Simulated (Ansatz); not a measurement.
# One shape, several levels: B3H3O3 (SMILES B1OBOBO1)

Wanted: a comparison of 6 runs (HF/3-21G, B3LYP/6-31G, B3LYP/6-31G*, PBE/6-31G**, PBE0/def2-SVP, wB97X/aug-cc-pVDZ) of B3H3O3. 

The calculation is run with Ansatz 0.2.0.

5 further runs of the same task are left out: 5 set aside as unsound or not needed.

## (1) The molecule

B3H3O3: 9 atoms, total charge 0, spin state singlet. As SMILES, `B1OBOBO1`. Geometry: relaxed at PBE0-D4/def2-TZVP. This is one conformer, not always the lowest.

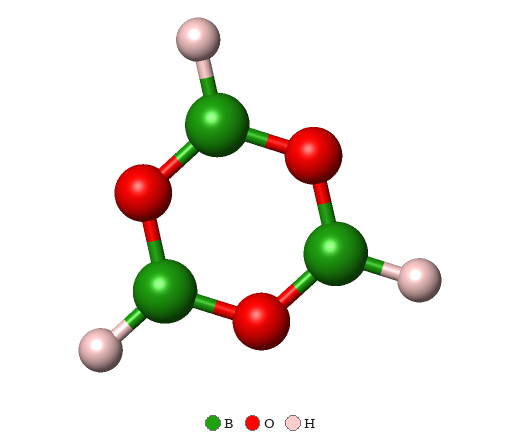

Viewed from a chosen angle; boron green, oxygen red, hydrogen pink.

## (2) Energy and forces at HF/3-21G (run 1)

in.yaml reads:

```yaml
crystal:
  periodic: [false, false, false]
  atoms:
    - symbol: B
      position_ang: [1.301600, 0.115800, -0.424700]
    - symbol: O
      position_ang: [0.612800, -1.053500, -0.624800]
    - symbol: B
      position_ang: [-0.686900, -1.172700, -0.202300]
    - symbol: O
      position_ang: [-1.297400, -0.115400, 0.423200]
    - symbol: B
      position_ang: [-0.614800, 1.056900, 0.626900]
    - symbol: O
      position_ang: [0.684600, 1.168900, 0.201600]
    - symbol: H
      position_ang: [2.429300, 0.216200, -0.792600]
    - symbol: H
      position_ang: [-1.281900, -2.188700, -0.377500]
    - symbol: H
      position_ang: [-1.147300, 1.972500, 1.170100]
basis:
  gaussian: {orbitals: 3-21G.json}
output: {forces: true, orbitals: {seedname: orbitals}}
accuracy: high
hamiltonian: {xc: hf}
total_charge: 0
```

The basis set 3-21G is read from a file made from the Basis Set Exchange's data (not shown).

The run is started by

```
$ ansatz run in.yaml --threads 1 --pin off --max-ram 2610MiB --events-out events.jsonl --progress --plain --runs-dir runs
```

Log:

```text
Warning: RAYON_NUM_THREADS=1 ignored (pool sized by the plan → 1); use --threads N
Functional definition: HF
  name "HF"
  exchange = exact_x
  correlation = 0
1435 factors; integrals over basis functions are off by at most 3.2e-9 eV
mean field evaluation 1: about -8133.4974 eV, gradient 4.1e1 eV
mean field evaluation 2: about -8133.8576 eV, gradient 4.2e1 eV
mean field evaluation 4: about -8137.4993 eV, gradient 2.7e0 eV
mean field evaluation 8: about -8137.5497 eV, gradient 7.0e-2 eV
mean field evaluation 16: about -8137.5497 eV, gradient 1.8e-8 eV
mean field -8137.54972993 eV, -299.0494367456 hartree, gradient 1.8e-8 eV, S^2 0.000000; 0 other end points of the search recorded, 0 dependent functions left out
the calculation of the forces begins
reference -8137.54972993 eV, -299.0494367456 hartree; 21, 21 occupied and 39, 39 virtual orbitals, 1435 factors
Total energy: -8137.54972993 eV, -299.0494367456 hartree
Atom 0 at     1.301600     0.115800    -0.424700 Å, force     2.982927     0.267834    -0.971272 eV/Å
Atom 1 at     0.612800    -1.053500    -0.624800 Å, force     0.036810    -0.067745    -0.040050 eV/Å
Atom 2 at    -0.686900    -1.172700    -0.202300 Å, force    -1.571573    -2.686134    -0.462840 eV/Å
Atom 3 at    -1.297400    -0.115400     0.423200 Å, force    -0.083912    -0.009308     0.026188 eV/Å
Atom 4 at    -0.614800     1.056900     0.626900 Å, force    -1.405830     2.421858     1.436103 eV/Å
Atom 5 at     0.684600     1.168900     0.201600 Å, force     0.044061     0.073195     0.011677 eV/Å
Atom 6 at     2.429300     0.216200    -0.792600 Å, force    -0.448696    -0.039951     0.146124 eV/Å
Atom 7 at    -1.281900    -2.188700    -0.377500 Å, force     0.235554     0.403002     0.069341 eV/Å
Atom 8 at    -1.147300     1.972500     1.170100 Å, force     0.210660    -0.362751    -0.215271 eV/Å
Dipole moment:    -0.000143    -0.000062    -0.000089 e Å
```

It took 1.6 s on 1 thread of Arm Neoverse V1, shared host; peak memory 0.29 GiB.

## (3) Energy and gradient at B3LYP/6-31G (run 2)

job.yaml reads:

```yaml
crystal:
  periodic: [false, false, false]
  atoms:
    - {symbol: B, position_ang: [1.301600, 0.115800, -0.424700]}
    - {symbol: O, position_ang: [0.612800, -1.053500, -0.624800]}
    - {symbol: B, position_ang: [-0.686900, -1.172700, -0.202300]}
    - {symbol: O, position_ang: [-1.297400, -0.115400, 0.423200]}
    - {symbol: B, position_ang: [-0.614800, 1.056900, 0.626900]}
    - {symbol: O, position_ang: [0.684600, 1.168900, 0.201600]}
    - {symbol: H, position_ang: [2.429300, 0.216200, -0.792600]}
    - {symbol: H, position_ang: [-1.281900, -2.188700, -0.377500]}
    - {symbol: H, position_ang: [-1.147300, 1.972500, 1.170100]}
basis:
  gaussian:
    orbitals: 6-31G
hamiltonian:
  xc: {name: B3LYP}
accuracy: high
output: {forces: true, orbitals: {seedname: orbitals}}
```

The run is started by

```
$ ansatz run job.yaml --threads 1 --pin off --max-ram 2610MiB --events-out events.jsonl --progress --plain --runs-dir runs
```

Log, cut to the lines that bear on the results:

```text
Warning: RAYON_NUM_THREADS=1 ignored (pool sized by the plan → 1); use --threads N
Functional definition: B3LYP
  name "B3LYP"
[...]
1519 factors; integrals over basis functions are off by at most 3.4e-9 eV
[...]
mean field -8223.32372224 eV, -302.2015728234 hartree, gradient 4.1e-8 eV, S^2 0.000000; 0 other end points of the search recorded, 0 dependent functions left out
[...]
reference -8223.32375992 eV, -302.2015742081 hartree; 21, 21 occupied and 39, 39 virtual orbitals, 1519 factors
Total energy: -8223.32375992 eV, -302.2015742081 hartree
Atom 0 at     1.301600     0.115800    -0.424700 Å, force     2.305866     0.207171    -0.750707 eV/Å
Atom 1 at     0.612800    -1.053500    -0.624800 Å, force     0.218368    -0.379130    -0.224754 eV/Å
Atom 2 at    -0.686900    -1.172700    -0.202300 Å, force    -1.214664    -2.076125    -0.357676 eV/Å
Atom 3 at    -1.297400    -0.115400     0.423200 Å, force    -0.467260    -0.043161     0.151396 eV/Å
Atom 4 at    -0.614800     1.056900     0.626900 Å, force    -1.086465     1.871919     1.109979 eV/Å
Atom 5 at     0.684600     1.168900     0.201600 Å, force     0.246431     0.419075     0.071481 eV/Å
Atom 6 at     2.429300     0.216200    -0.792600 Å, force    -0.223599    -0.019913     0.072740 eV/Å
Atom 7 at    -1.281900    -2.188700    -0.377500 Å, force     0.116869     0.200210     0.034403 eV/Å
Atom 8 at    -1.147300     1.972500     1.170100 Å, force     0.104455    -0.180046    -0.106864 eV/Å
Dipole moment:    -0.000118    -0.000062    -0.000065 e Å
```

Wall time 8.7 s (1 thread of Arm Neoverse V1, shared host); peak memory 0.29 GiB.

Run 3 isn't shown in full; the table further down has it.

## (4) Energy and gradient at PBE/6-31G(d,p) (spherical functions) (run 4)

job.yaml reads:

```yaml
crystal:
  periodic: [false, false, false]
  atoms:
    - symbol: B
      position_ang: [1.301600, 0.115800, -0.424700]
    - symbol: O
      position_ang: [0.612800, -1.053500, -0.624800]
    - symbol: B
      position_ang: [-0.686900, -1.172700, -0.202300]
    - symbol: O
      position_ang: [-1.297400, -0.115400, 0.423200]
    - symbol: B
      position_ang: [-0.614800, 1.056900, 0.626900]
    - symbol: O
      position_ang: [0.684600, 1.168900, 0.201600]
    - symbol: H
      position_ang: [2.429300, 0.216200, -0.792600]
    - symbol: H
      position_ang: [-1.281900, -2.188700, -0.377500]
    - symbol: H
      position_ang: [-1.147300, 1.972500, 1.170100]
basis:
  gaussian: {orbitals: 6-31G_st__st_-spherical.json}
hamiltonian: {xc: pbe}
accuracy: high
output: {forces: true, orbitals: {seedname: orbitals}}
```

The basis set 6-31G** is read from a file made from the Basis Set Exchange's data (not shown).

The run is started by

```
$ ansatz run job.yaml --threads 1 --pin off --max-ram 2610MiB --events-out events.jsonl --progress --plain --runs-dir runs
```

Log, cut to the lines that bear on the results:

```text
Warning: RAYON_NUM_THREADS=1 ignored (pool sized by the plan → 1); use --threads N
Functional definition: PBE
  name "PBE"
[...]
2331 factors; integrals over basis functions are off by at most 3.6e-9 eV
[...]
mean field -8216.00844691 eV, -301.9327414134 hartree, gradient 2.0e-8 eV, S^2 0.000000; 0 other end points of the search recorded, 0 dependent functions left out
[...]
reference -8216.00844973 eV, -301.9327415171 hartree; 21, 21 occupied and 78, 78 virtual orbitals, 2331 factors
Total energy: -8216.00844973 eV, -301.9327415171 hartree
Atom 0 at     1.301600     0.115800    -0.424700 Å, force     0.271911     0.026135    -0.087199 eV/Å
Atom 1 at     0.612800    -1.053500    -0.624800 Å, force     0.315057    -0.545274    -0.323273 eV/Å
Atom 2 at    -0.686900    -1.172700    -0.202300 Å, force    -0.141316    -0.243596    -0.041687 eV/Å
Atom 3 at    -1.297400    -0.115400     0.423200 Å, force    -0.671976    -0.061358     0.218213 eV/Å
Atom 4 at    -0.614800     1.056900     0.626900 Å, force    -0.125854     0.220419     0.130266 eV/Å
Atom 5 at     0.684600     1.168900     0.201600 Å, force     0.354401     0.603434     0.103311 eV/Å
Atom 6 at     2.429300     0.216200    -0.792600 Å, force     0.189424     0.016847    -0.061989 eV/Å
Atom 7 at    -1.281900    -2.188700    -0.377500 Å, force    -0.101055    -0.171929    -0.029755 eV/Å
Atom 8 at    -1.147300     1.972500     1.170100 Å, force    -0.090592     0.155323     0.092112 eV/Å
Dipole moment:    -0.000111    -0.000067    -0.000052 e Å
```

It took 12 s on 1 thread of Arm Neoverse V1, shared host; peak memory 0.29 GiB.

Run 5 isn't shown in full; the table further down has it.

## (5) Energy and forces at wB97X/aug-cc-pVDZ (run 6)

molecule.yaml reads:

```yaml
crystal:
  periodic: [false, false, false]
  atoms:
    - {symbol: B, position_ang: [1.301600, 0.115800, -0.424700]}
    - {symbol: O, position_ang: [0.612800, -1.053500, -0.624800]}
    - {symbol: B, position_ang: [-0.686900, -1.172700, -0.202300]}
    - {symbol: O, position_ang: [-1.297400, -0.115400, 0.423200]}
    - {symbol: B, position_ang: [-0.614800, 1.056900, 0.626900]}
    - {symbol: O, position_ang: [0.684600, 1.168900, 0.201600]}
    - {symbol: H, position_ang: [2.429300, 0.216200, -0.792600]}
    - {symbol: H, position_ang: [-1.281900, -2.188700, -0.377500]}
    - {symbol: H, position_ang: [-1.147300, 1.972500, 1.170100]}
basis:
  gaussian:
    orbitals: aug-cc-pVDZ
hamiltonian:
  xc: {name: wB97X}
accuracy: high
output: {forces: true, orbitals: {seedname: orbitals}}
```

The run is started by

```
$ ansatz run molecule.yaml --threads 1 --pin off --max-ram 2610MiB --events-out events.jsonl --progress --plain --runs-dir runs
```

Log, cut to the lines that bear on the results:

```text
Warning: RAYON_NUM_THREADS=1 ignored (pool sized by the plan → 1); use --threads N
Functional definition: wB97X
  name "wB97X"
[...]
      + exact_x_lr(omega)
[...]
      + integral(e_c_pw_opposite_spin*poly(b97_u_opposite, 1, cos1, cos2, cos3, cos4))
3181 factors; integrals over basis functions are off by at most 2.7e-9 eV
640 factors; integrals over basis functions are off by at most 1.6e-9 eV
[...]
mean field -8224.79795595 eV, -302.2557499128 hartree, gradient 3.7e-8 eV, S^2 0.000000; 0 other end points of the search recorded, 0 dependent functions left out
[...]
reference -8224.79794291 eV, -302.2557494335 hartree; 21, 21 occupied and 144, 144 virtual orbitals, 3181 factors
Total energy: -8224.79794291 eV, -302.2557494335 hartree
Atom 0 at     1.301600     0.115800    -0.424700 Å, force     0.258101     0.024867    -0.082631 eV/Å
Atom 1 at     0.612800    -1.053500    -0.624800 Å, force     0.184796    -0.321247    -0.190498 eV/Å
Atom 2 at    -0.686900    -1.172700    -0.202300 Å, force    -0.133999    -0.231129    -0.039455 eV/Å
Atom 3 at    -1.297400    -0.115400     0.423200 Å, force    -0.396056    -0.036620     0.128259 eV/Å
Atom 4 at    -0.614800     1.056900     0.626900 Å, force    -0.119197     0.208987     0.123531 eV/Å
Atom 5 at     0.684600     1.168900     0.201600 Å, force     0.208617     0.354880     0.060482 eV/Å
Atom 6 at     2.429300     0.216200    -0.792600 Å, force     0.122541     0.010902    -0.040184 eV/Å
Atom 7 at    -1.281900    -2.188700    -0.377500 Å, force    -0.065781    -0.111681    -0.019389 eV/Å
Atom 8 at    -1.147300     1.972500     1.170100 Å, force    -0.059022     0.101040     0.059885 eV/Å
Dipole moment:    -0.000122    -0.000070    -0.000057 e Å
```

Run time: 86 s. Hardware: 1 thread of Arm Neoverse V1, shared host; peak memory 1.2 GiB.

## (6) Overview of the runs

| run | level | energy (Eh) | dipole moment (D) | HOMO energy (eV) | LUMO energy (eV) | wall time |
| --- | --- | --- | --- | --- | --- | --- |
| 1 | HF/3-21G | -299.049437 | 0.00 | -13.52 | 3.57 | 1.6 s |
| 2 | B3LYP/6-31G | -302.201574 | 0.00 | -9.29 | -0.89 | 8.7 s |
| 3 | B3LYP/6-31G* (spherical functions) | -302.314899 | 0.00 | -9.18 | -0.46 | 13 s |
| 4 | PBE/6-31G** (spherical functions) | -301.932742 | 0.00 | -7.79 | -1.36 | 12 s |
| 5 | PBE0/def2-SVP | -301.737217 | 0.00 | -9.62 | -0.52 | 13 s |
| 6 | wB97X/aug-cc-pVDZ | -302.255749 | 0.00 | -12.13 | 1.24 | 86 s |

## (7) Results

```
                       quantity          value
            run 6: total energy  -302.25575 Eh
           run 6: dipole moment         0.00 D
             run 6: HOMO energy      -12.13 eV
             run 6: LUMO energy        1.24 eV
           run 6: HOMO–LUMO gap       13.38 eV
run 6: largest force on an atom     0.418 eV/Å
```

**Reading.** The HOMO–LUMO gap runs from 6.42 eV (PBE/6-31G**) to 17.09 eV (HF/3-21G). The two ends differ in method and basis. Totals of different functionals can't be ranked against each other. All runs together took 2.2 min, the longest 86 s.
